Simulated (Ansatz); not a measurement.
# F− with CH6Si: superposition error and deformation, part 1 of 2

Aim: split the binding of a pair into the counterpoise interaction, the basis-set superposition error and the cost of deforming the fragments.

Method: PBE0-D4 structures, single points in def2-TZVPPD; program: Ansatz 0.2.0, Gaussian basis.

Levels: PBE-D4, revPBE-D4, BLYP-D4, r2SCAN-D4, B97M-V, PBE0-D4, B3LYP-D4, HSE06-D4, wB97X-V, wB97M-V, B2PLYP, Hartree-Fock, MP2, CCSD, CCSD(T).

Cores are frozen in the correlated methods. B3LYP uses VWN-RPA correlation. B2PLYP carries no dispersion term here.

129 further runs of the same task are left out: 129 set aside as unsound or not needed. Runs told in other sessions of the task aren't counted.

### Step 1. Where the work starts

The relaxed pair: 9 atoms, charge -1, spin multiplicity 1.

Atoms are counted from 1 here; the program's logs count them from 0.

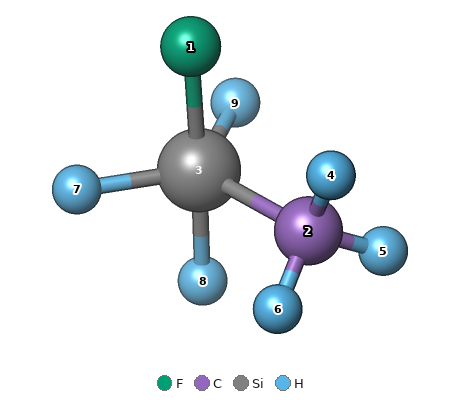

Start geometry, drawn with fluorine teal, carbon purple, silicon grey, hydrogen blue; atoms are numbered from 1 in the order of the file.

As a file:

```xyz
9
CH6FSi
F     1.09416    0.07438   -1.61535
C     0.52987   -0.16777    0.96199
Si   -0.39689    0.12230   -0.69029
H     1.61272   -0.26546    0.84547
H     0.13875   -1.07341    1.43908
H     0.31720    0.66290    1.64422
H    -0.61723    1.54003   -1.18722
H    -1.78841    0.17619    0.09423
H    -0.89016   -1.06897   -1.49222
```

Atoms 1 to 1 are fragment A (F−), the rest fragment B (CH6Si). From earlier runs, pair energy (eV) and counterpoise interaction (kcal/mol):

```tsv
method	E(pair)	interaction
PBE-D4	-11724.73880	-57.18
revPBE-D4	-11730.62632	-56.39
BLYP-D4	-11732.24046	-54.51
r2SCAN-D4	-11730.50877	-62.84
B97M-V	-11730.21405	-64.71
PBE0-D4	-11725.75244	-62.26
B3LYP-D4	-11734.25740	-59.38
HSE06-D4	-11725.35785	-62.22
wB97X-V	-11730.59214	-61.75
wB97M-V	-11730.79388	-62.78
B2PLYP	-11727.17632	-58.67
Hartree-Fock	-11696.33668	-63.84
MP2	-11712.92402	-60.25
CCSD(T)	-11714.46881	-60.34
```

First each fragment is run alone in its own basis, frozen in the shape it has in the pair (a, b).

### Step 2. wB97X-V/def2-TZVPPD

a/in.yaml reads:

```yaml
crystal:
  periodic: [false, false, false]
  atoms:
    - {symbol: F, position_ang: [1.094158, 0.074383, -1.615347]}
basis:
  gaussian: {orbitals: "def2-TZVPPD.json"}
total_charge: -1
hamiltonian: {xc: {name: wB97X-V}}
```

b/in.yaml reads:

```yaml
crystal:
  periodic: [false, false, false]
  atoms:
    - {symbol: C, position_ang: [0.529870, -0.167768, 0.961986]}
    - {symbol: Si, position_ang: [-0.396886, 0.122301, -0.690288]}
    - {symbol: H, position_ang: [1.612719, -0.265463, 0.845467]}
    - {symbol: H, position_ang: [0.138749, -1.073406, 1.439075]}
    - {symbol: H, position_ang: [0.317195, 0.662901, 1.644219]}
    - {symbol: H, position_ang: [-0.617231, 1.540027, -1.187223]}
    - {symbol: H, position_ang: [-1.788414, 0.176195, 0.094229]}
    - {symbol: H, position_ang: [-0.890161, -1.068972, -1.492217]}
basis:
  gaussian: {orbitals: "def2-TZVPPD.json"}
hamiltonian: {xc: {name: wB97X-V}}
```

The basis file named in the input lies beside it (Basis Set Exchange, JSON).

One command serves all of them, each in its own folder.

Run with:

```sh
> ansatz run in.yaml --threads 4 --pin off --events-out ev --progress --plain --max-ram 9574MiB
```

Output in a:

```text
Functional definition: wB97X-V
  name "wB97X-V"
  cite "Mardirossian & Head-Gordon, Phys. Chem. Chem. Phys. 16, 9904 (2014) doi:10.1039/C3CP54374A"
  cite "Becke, J. Chem. Phys. 107, 8554 (1997) doi:10.1063/1.475007"
  cite "Vydrov & Van Voorhis, J. Chem. Phys. 133, 244103 (2010) doi:10.1063/1.3521275"
  parameter omega = 0.3/bohr
  parameter cx = 0.167
  parameter cx1 = 0.603
  parameter cx2 = 1.194
  parameter css0 = 0.556
  parameter css1 = -0.257
  parameter cos0 = 1.219
  parameter cos1 = -1.850
  parameter b = 6.0
  parameter c = 0.01
  exchange = spin_sum(e_x_unif_sr(omega)*poly(b97_u_x, 1 - cx, cx1, cx2)) + cx*exact_x_sr(omega) + exact_x_lr(omega)
  correlation = spin_sum(e_c_pw_same_spin*poly(b97_u_same, css0, css1))
      + integral(e_c_pw_opposite_spin*poly(b97_u_opposite, cos0, cos1)) + vv10(b, c)
197 factors; their error is unknown
52 factors; integrals over basis functions are off by at most 4.8e-5 eV
mean field evaluation 1: about -2705.5467 eV, gradient 8.9e1 eV
mean field evaluation 2: about -2701.9389 eV, gradient 1.2e2 eV
mean field evaluation 4: about -2717.2989 eV, gradient 4.7e-1 eV
mean field evaluation 8: about -2717.3078 eV, gradient 1.7e-3 eV
mean field -2717.30775250 eV, -99.8592180471 hartree, gradient 5.3e-5 eV, S^2 0.000000; 0 other end points of the search recorded, 0 dependent functions left out
reference -2717.30775130 eV, -99.8592180030 hartree; 5, 5 occupied and 35, 35 virtual orbitals, 197 factors
Total energy: -2717.30775130 eV, -99.8592180030 hartree
```

b printed, shortened:

```text
[... 5 set-up lines as earlier in the session ...]
[...]
      + integral(e_c_pw_opposite_spin*poly(b97_u_opposite, cos0, cos1)) + vv10(b, c)
843 factors; their error is unknown
273 factors; integrals over basis functions are off by at most 1.6e-5 eV
[...]
mean field -9010.60045841 eV, -331.1334592421 hartree, gradient 2.6e-5 eV, S^2 0.000000; 0 other end points of the search recorded, 0 dependent functions left out
reference -9010.60045638 eV, -331.1334591678 hartree; 13, 13 occupied and 174, 174 virtual orbitals, 843 factors
Total energy: -9010.60045638 eV, -331.1334591678 hartree
```

Wall times: 0.25 s (a), 3 s (b) on 4 threads of Arm Neoverse V1, shared host.

### Step 3. wB97M-V/def2-TZVPPD

The same edit goes into each in.yaml of step 2 (a, b):

```diff
-hamiltonian: {xc: {name: wB97X-V}}
+hamiltonian: {xc: {name: wB97M-V}}
```

The same command starts each run, in its folder.

Run with:

```sh
> ansatz run in.yaml --threads 4 --pin off --events-out ev --progress --plain --max-ram 9574MiB
```

Log of a, shortened:

```text
Functional definition: wB97M-V
  name "wB97M-V"
  cite "Mardirossian & Head-Gordon, J. Chem. Phys. 144, 214110 (2016) doi:10.1063/1.4952647"
[... 2 set-up lines as earlier in the session ...]
  # Of w^i u^j: cxij and so on, Table III.
[...]
  gx(w, u) = 1 - cx + cx01*u + cx10*w
  gss(w, u) = css00 + css04*u^4 + css10*w + css20*w^2 + css43*w^4*u^3
  gos(w, u) = cos00 + cos10*w + (cos20 + cos21*u)*w^2 + (cos60 + cos61*u)*w^6
[...]
      + integral(e_c_pw_mod_opposite_spin*gos(b97_w_opposite, b97_u_opposite)) + vv10(b, c)
197 factors; their error is unknown
52 factors; integrals over basis functions are off by at most 4.8e-5 eV
[...]
mean field -2717.60186938 eV, -99.8700266432 hartree, gradient 1.8e-5 eV, S^2 0.000000; 0 other end points of the search recorded, 0 dependent functions left out
reference -2717.60189901 eV, -99.8700277317 hartree; 5, 5 occupied and 35, 35 virtual orbitals, 197 factors
Total energy: -2717.60189901 eV, -99.8700277317 hartree
```

b printed, shortened:

```text
[... 5 set-up lines as earlier in the session ...]
  # Of w^i u^j: cxij and so on, Table III.
[...]
  gx(w, u) = 1 - cx + cx01*u + cx10*w
  gss(w, u) = css00 + css04*u^4 + css10*w + css20*w^2 + css43*w^4*u^3
  gos(w, u) = cos00 + cos10*w + (cos20 + cos21*u)*w^2 + (cos60 + cos61*u)*w^6
[...]
      + integral(e_c_pw_mod_opposite_spin*gos(b97_w_opposite, b97_u_opposite)) + vv10(b, c)
838 factors; their error is unknown
273 factors; integrals over basis functions are off by at most 1.6e-5 eV
[...]
mean field -9010.46418184 eV, -331.1284511707 hartree, gradient 2.9e-5 eV, S^2 0.000000; 0 other end points of the search recorded, 0 dependent functions left out
reference -9010.46423357 eV, -331.1284530718 hartree; 13, 13 occupied and 174, 174 virtual orbitals, 838 factors
Total energy: -9010.46423357 eV, -331.1284530718 hartree
```

They took 0.25 s (a), 3.2 s (b) on 4 threads of Arm Neoverse V1, shared host.

### Step 4. B2PLYP/def2-TZVPPD

The same edit goes into each in.yaml of step 3 (a, b):

```diff
-hamiltonian: {xc: {name: wB97M-V}}
+hamiltonian: {xc: {name: B2PLYP}}
```

Each run has its own folder and the same command.

Run with:

```sh
> ansatz run in.yaml --threads 4 --pin off --events-out ev --progress --plain --max-ram 9574MiB
```

Output in a, shortened:

```text
Functional definition: B2PLYP
  name "B2PLYP"
  cite "Grimme, J. Chem. Phys. 124, 034108 (2006) doi:10.1063/1.2148954"
  cite "Becke, Phys. Rev. A 38, 3098 (1988) doi:10.1103/PhysRevA.38.3098"
  cite "Lee, Yang & Parr, Phys. Rev. B 37, 785 (1988) doi:10.1103/PhysRevB.37.785"
[...]
257 factors; integrals over basis functions are off by at most 1.5e-4 eV
[...]
mean field -2714.40500266 eV, -99.7525439580 hartree, gradient 9.1e-6 eV, S^2 0.000000; 0 other end points of the search recorded, 0 dependent functions left out
1 core orbitals not correlated: weight in the atoms' cores, before any rotation towards them, 1.000 or more for the frozen orbitals, at most 0.000 for the correlated occupied ones
reference -2714.40510179 eV, -99.7525476009 hartree; 4, 4 occupied and 35, 35 virtual orbitals, 257 factors
second order -9.42534965 eV of doubles, -0.00000000 eV of singles
Total energy: -2716.94994619 eV, -99.8460689078 hartree
```

Log of b, shortened:

```text
[... 5 set-up lines as earlier in the session ...]
[...]
1028 factors; integrals over basis functions are off by at most 1.1e-3 eV
[...]
mean field -9004.73166971 eV, -330.9177852355 hartree, gradient 1.4e-6 eV, S^2 0.000000; 0 other end points of the search recorded, 0 dependent functions left out
6 core orbitals not correlated: weight in the atoms' cores, before any rotation towards them, 1.000 or more for the frozen orbitals, at most 0.000 for the correlated occupied ones
reference -9004.73182997 eV, -330.9177911249 hartree; 7, 7 occupied and 174, 174 virtual orbitals, 1028 factors
second order -10.81249361 eV of doubles, -0.00000000 eV of singles
Total energy: -9007.65120324 eV, -331.0250761139 hartree
```

They took 0.15 s (a), 2 s (b) on 4 threads of Arm Neoverse V1, shared host.

### Step 5. B97M-V/def2-TZVPPD

The same edit goes into each in.yaml of step 4 (a, b):

```diff
-hamiltonian: {xc: {name: B2PLYP}}
+hamiltonian: {xc: {name: B97M-V}}
```

One command serves all of them, each in its own folder.

Run with:

```sh
> ansatz run in.yaml --threads 4 --pin off --events-out ev --progress --plain --max-ram 9574MiB
```

Output in a, shortened:

```text
Functional definition: B97M-V
  name "B97M-V"
  cite "Mardirossian & Head-Gordon, J. Chem. Phys. 142, 074111 (2015) doi:10.1063/1.4907719"
[... 2 set-up lines as earlier in the session ...]
  # Of w^i u^j: cxij and so on, Table III.
[...]
  gx(w, u) = cx00 + cx01*u + cx02*u^2 + (cx10 + cx11*u)*w
  gss(w, u) = css00 + css02*u^2 + css10*w + (css32*w^3 + css42*w^4)*u^2
  gos(w, u) = cos00 + cos01*u + cos03*u^3 + cos10*w + cos32*w^3*u^2
[...]
      + integral(e_c_pw_mod_opposite_spin*gos(b97_w_opposite, b97_u_opposite)) + vv10(b, c)
197 factors; their error is unknown
[...]
mean field -2717.16474812 eV, -99.8539627329 hartree, gradient 8.6e-6 eV, S^2 0.000000; 0 other end points of the search recorded, 0 dependent functions left out
reference -2717.16478331 eV, -99.8539640264 hartree; 5, 5 occupied and 35, 35 virtual orbitals, 197 factors
Total energy: -2717.16478331 eV, -99.8539640264 hartree
```

Log of b, shortened:

```text
[... 5 set-up lines as earlier in the session ...]
  # Of w^i u^j: cxij and so on, Table III.
[...]
  gx(w, u) = cx00 + cx01*u + cx02*u^2 + (cx10 + cx11*u)*w
  gss(w, u) = css00 + css02*u^2 + css10*w + (css32*w^3 + css42*w^4)*u^2
  gos(w, u) = cos00 + cos01*u + cos03*u^3 + cos10*w + cos32*w^3*u^2
[...]
      + integral(e_c_pw_mod_opposite_spin*gos(b97_w_opposite, b97_u_opposite)) + vv10(b, c)
833 factors; their error is unknown
[...]
mean field -9010.23623404 eV, -331.1200742434 hartree, gradient 1.5e-5 eV, S^2 0.000000; 0 other end points of the search recorded, 0 dependent functions left out
reference -9010.23629490 eV, -331.1200764800 hartree; 13, 13 occupied and 174, 174 virtual orbitals, 833 factors
Total energy: -9010.23629490 eV, -331.1200764800 hartree
```

Times: 0.2 s (a), 4 s (b) on 4 threads of Arm Neoverse V1, shared host.

### Step 6. CCSD(T)/def2-TZVPPD

Each input of step 5 (a, b) changes in the same lines:

```diff
-hamiltonian: {xc: {name: B97M-V}}
+correlation: {method: ccsd_t}
```

Each run has its own folder and the same command.

Run with:

```sh
> ansatz run in.yaml --threads 4 --pin off --events-out ev --progress --plain --max-ram 9574MiB
```

Output in a, shortened:

```text
Functional definition: HF
  name "HF"
  cite "Fock, Z. Phys. 61, 126 (1930) doi:10.1007/BF01340294"
  parent pbe
[...]
257 factors; integrals over basis functions are off by at most 1.5e-4 eV
[...]
mean field -2706.33087263 eV, -99.4558251521 hartree, gradient 3.0e-6 eV, S^2 0.000000; 0 other end points of the search recorded, 0 dependent functions left out
1 core orbitals not correlated: weight in the atoms' cores, before any rotation towards them, 1.000 or more for the frozen orbitals, at most 0.000 for the correlated occupied ones
reference -2706.33087263 eV, -99.4558251521 hartree; 4, 4 occupied and 35, 35 virtual orbitals, 257 factors
second order -7.81390746 eV of doubles, -0.00000000 eV of singles
cycle   1  -7.41661808 eV  change    4.0e-1 eV  update   9.9e-2
[...]
cycle   9  -7.66117942 eV  change    1.9e-6 eV  update   3.3e-6
perturbative correction -0.25873590 eV, -0.0095083689 hartree
Total energy: -2714.25078795 eV, -99.7468766719 hartree
```

Log of b, shortened:

```text
[... 4 set-up lines as earlier in the session ...]
[...]
1028 factors; integrals over basis functions are off by at most 1.1e-3 eV
[...]
mean field -8987.23245249 eV, -330.2747008642 hartree, gradient 1.9e-6 eV, S^2 0.000000; 0 other end points of the search recorded, 0 dependent functions left out
6 core orbitals not correlated: weight in the atoms' cores, before any rotation towards them, 1.000 or more for the frozen orbitals, at most 0.000 for the correlated occupied ones
reference -8987.23245249 eV, -330.2747008642 hartree; 7, 7 occupied and 174, 174 virtual orbitals, 1028 factors
second order -8.84721494 eV of doubles, -0.00000000 eV of singles
cycle   1  -9.59307079 eV  change   -7.5e-1 eV  update   7.0e-2
[...]
cycle   9  -9.93786318 eV  change    2.8e-6 eV  update   1.3e-5
perturbative correction -0.34409022 eV, -0.0126450822 hartree
Total energy: -8997.51440589 eV, -330.6525556820 hartree
```

They took 0.2 s (a), 11 s (b) on 4 threads of Arm Neoverse V1, shared host; peak memory 1.8 GiB.

### Step 7. Relaxing CH6Si alone

relax-b/in.yaml reads:

```yaml
crystal:
  periodic: [false, false, false]
  atoms:
    - {symbol: C, position_ang: [0.529870, -0.167768, 0.961986]}
    - {symbol: Si, position_ang: [-0.396886, 0.122301, -0.690288]}
    - {symbol: H, position_ang: [1.612719, -0.265463, 0.845467]}
    - {symbol: H, position_ang: [0.138749, -1.073406, 1.439075]}
    - {symbol: H, position_ang: [0.317195, 0.662901, 1.644219]}
    - {symbol: H, position_ang: [-0.617231, 1.540027, -1.187223]}
    - {symbol: H, position_ang: [-1.788414, 0.176195, 0.094229]}
    - {symbol: H, position_ang: [-0.890161, -1.068972, -1.492217]}
basis:
  gaussian: {orbitals: def2-TZVP}
hamiltonian: {xc: pbe0, dispersion: d4}
relax: {f_tol: 0.005, max_steps: 200}
```

Run with:

```sh
> ansatz run in.yaml --threads 4 --pin off --events-out ev --progress --plain --max-ram 9574MiB
```

The program printed, shortened:

```text
Functional definition: PBE0
  name "PBE0"
  cite "Adamo & Barone, J. Chem. Phys. 110, 6158 (1999) doi:10.1063/1.478522"
  cite "Perdew, Burke & Ernzerhof, Phys. Rev. Lett. 77, 3865 (1996) doi:10.1103/PhysRevLett.77.3865"
[... 1 set-up line as earlier in the session ...]
[...]
712 factors; their error is unknown
[...]
mean field -9007.31767803 eV, -331.0128192882 hartree, gradient 4.7e-5 eV, S^2 0.000000; 0 other end points of the search recorded, 0 dependent functions left out
[...]
reference -9007.31770643 eV, -331.0128203320 hartree; 13, 13 occupied and 91, 91 virtual orbitals, 712 factors
relax step   1: F+E_penalty+E_count = -9007.40205906 eV  Δ(F+E_penalty+E_count) = +0.000e0 eV  max|allowed force component| = 3.390e0 eV/Å  Δτ_max = 0.0000 Å  (23 SCF iters, accepted)
[...]
reference -9008.33116017 eV, -331.0500640700 hartree; 13, 13 occupied and 91, 91 virtual orbitals, 712 factors
Total energy: -9008.41546349 eV, -331.0531621601 hartree
Atom 0 at     0.486206    -0.162140     0.952302 Å, force     0.000136    -0.000063    -0.000072 eV/Å
Atom 1 at    -0.694236     0.127528    -0.469669 Å, force     0.000098    -0.000003     0.000115 eV/Å
Atom 2 at     1.515950    -0.228162     0.594282 Å, force     0.000243     0.000101     0.000211 eV/Å
Atom 3 at     0.246940    -1.092772     1.471532 Å, force     0.000239     0.000003     0.000044 eV/Å
Atom 4 at     0.429886     0.654344     1.675562 Å, force     0.000060    -0.000170     0.000171 eV/Å
Atom 5 at    -0.367719     1.396828    -1.174443 Å, force     0.000125     0.000152    -0.000260 eV/Å
Atom 6 at    -2.096562     0.215236     0.020381 Å, force    -0.000865     0.000183    -0.000036 eV/Å
Atom 7 at    -0.614624    -0.985047    -1.454699 Å, force    -0.000036    -0.000203    -0.000173 eV/Å
Dipole moment:     0.109340    -0.026828     0.131663 e Å
```

Wall time 5.5 s (4 threads of Arm Neoverse V1, shared host).

Relaxation path:

```tsv
step	energy from step 1 (eV)	largest force component (eV/Å)
1	0.0000	3.3898
2	-0.7047	1.0347
3	-0.9454	0.9001
4	-1.0108	0.2231
5	-1.0132	0.0409
6	-1.0133	0.0269
7	-1.0134	0.0009
```

Close pairs (by a distance rule), those that changed most:

```tsv
bond	before (Å)	after (Å)	change (Å)
Si2–H7	1.598	1.488	-0.110
C1–Si2	1.917	1.871	-0.046
Si2–H8	1.518	1.488	-0.030
Si2–H6	1.518	1.488	-0.030
C1–H4	1.096	1.092	-0.004
C1–H5	1.096	1.092	-0.004
C1–H3	1.093	1.092	-0.001
```

### Step 8. PBE-D4/def2-TZVPPD

free-b/in.yaml reads:

```yaml
crystal:
  periodic: [false, false, false]
  atoms:
    - {symbol: C, position_ang: [0.486206, -0.162140, 0.952302]}
    - {symbol: Si, position_ang: [-0.694236, 0.127528, -0.469669]}
    - {symbol: H, position_ang: [1.515950, -0.228162, 0.594282]}
    - {symbol: H, position_ang: [0.246940, -1.092772, 1.471532]}
    - {symbol: H, position_ang: [0.429886, 0.654344, 1.675562]}
    - {symbol: H, position_ang: [-0.367719, 1.396828, -1.174443]}
    - {symbol: H, position_ang: [-2.096562, 0.215236, 0.020381]}
    - {symbol: H, position_ang: [-0.614624, -0.985047, -1.454699]}
basis:
  gaussian: {orbitals: "def2-TZVPPD.json"}
hamiltonian: {xc: pbe, dispersion: d4}
```

Run with:

```sh
> ansatz run in.yaml --threads 4 --pin off --events-out ev --progress --plain --max-ram 9574MiB
```

The program printed:

```text
Functional definition: PBE
  name "PBE"
[... 2 set-up lines as earlier in the session ...]
  parameter kappa = 0.804
  parameter beta = 0.06672455060314922
  exchange = pbe_x(kappa = kappa, mu = beta*pi^2/3)
  correlation = pbe_c(beta = beta)
833 factors; their error is unknown
mean field evaluation 1: about -8998.9668 eV, gradient 6.0e1 eV
mean field evaluation 2: about -8986.8928 eV, gradient 8.1e1 eV
mean field evaluation 4: about -9007.2176 eV, gradient 2.6e0 eV
mean field evaluation 8: about -9007.2354 eV, gradient 3.2e-2 eV
mean field evaluation 16: about -9007.2087 eV, gradient 8.0e-5 eV
mean field -9007.20869713 eV, -331.0088143141 hartree, gradient 8.0e-5 eV, S^2 0.000000; 0 other end points of the search recorded, 0 dependent functions left out
reference -9007.20873964 eV, -331.0088158764 hartree; 13, 13 occupied and 174, 174 virtual orbitals, 833 factors
Total energy: -9007.31060008 eV, -331.0125591784 hartree
```

Wall time 0.95 s (4 threads of Arm Neoverse V1, shared host).

### Step 9. r2SCAN-D4/def2-TZVPPD

Edit free-b/in.yaml of step 8 so:

```diff
@@ -13,2 +13,2 @@
   gaussian: {orbitals: "def2-TZVPPD.json"}
-hamiltonian: {xc: pbe, dispersion: d4}
+hamiltonian: {xc: r2scan, dispersion: d4}
```

Run with:

```sh
> ansatz run in.yaml --threads 4 --pin off --events-out ev --progress --plain --max-ram 9574MiB
```

The program printed:

```text
Functional definition: r2SCAN
  name "r2SCAN"
  cite "Furness, Kaplan, Ning, Perdew & Sun, J. Phys. Chem. Lett. 11, 8208 (2020) doi:10.1021/acs.jpclett.0c02405"
  cite "Furness, Kaplan, Ning, Perdew & Sun, J. Phys. Chem. Lett. 11, 9248 (2020) doi:10.1021/acs.jpclett.0c03077"
  parent r2scan
  parameter k0 = 0.174
  parameter k1 = 0.065
  parameter a1 = 4.9479
  exchange = r2scan_x(k0 = k0, k1 = k1, a1 = a1)
  correlation = r2scan_c
833 factors; their error is unknown
mean field evaluation 1: about -9005.1547 eV, gradient 5.4e1 eV
mean field evaluation 2: about -8999.6093 eV, gradient 6.5e1 eV
mean field evaluation 4: about -9011.7142 eV, gradient 1.4e0 eV
mean field evaluation 8: about -9011.6907 eV, gradient 4.6e-1 eV
mean field -9011.69092402 eV, -331.1735331143 hartree, gradient 6.1e-5 eV, S^2 0.000000; 0 other end points of the search recorded, 0 dependent functions left out
reference -9011.69093609 eV, -331.1735335579 hartree; 13, 13 occupied and 174, 174 virtual orbitals, 833 factors
Total energy: -9011.71488266 eV, -331.1744135781 hartree
```

Run time: 1.8 s. Hardware: 4 threads of Arm Neoverse V1, shared host.

### Step 10. PBE0-D4/def2-TZVPPD

Edit free-b/in.yaml of step 9 so:

```diff
@@ -13,2 +13,3 @@
   gaussian: {orbitals: "def2-TZVPPD.json"}
-hamiltonian: {xc: r2scan, dispersion: d4}
+hamiltonian: {xc: pbe0, dispersion: d4}
+output: {orbitals: {seedname: orbitals}}
```

Run with:

```sh
> ansatz run in.yaml --threads 4 --pin off --events-out ev --progress --plain --max-ram 9574MiB
```

The program printed, shortened:

```text
[... 5 set-up lines as earlier in the session ...]
  parameter a = 0.25
[... 2 set-up lines as earlier in the session ...]
  exchange = (1 - a)*pbe_x(kappa = kappa, mu = beta*pi^2/3) + a*exact_x
[... 1 set-up line as earlier in the session ...]
850 factors; their error is unknown
mean field evaluation 1: about -9003.5472 eV, gradient 4.6e1 eV
mean field evaluation 2: about -9001.6802 eV, gradient 5.0e1 eV
mean field evaluation 4: about -9008.3698 eV, gradient 6.6e-1 eV
mean field evaluation 8: about -9008.3766 eV, gradient 1.2e-2 eV
mean field -9008.37663062 eV, -331.0517350783 hartree, gradient 3.6e-5 eV, S^2 0.000000; 0 other end points of the search recorded, 0 dependent functions left out
reference -9008.37666069 eV, -331.0517361832 hartree; 13, 13 occupied and 174, 174 virtual orbitals, 850 factors
Total energy: -9008.46096401 eV, -331.0548342732 hartree
```

It took 1.1 s on 4 threads of Arm Neoverse V1, shared host.

(Continued in part 2 of 2.)
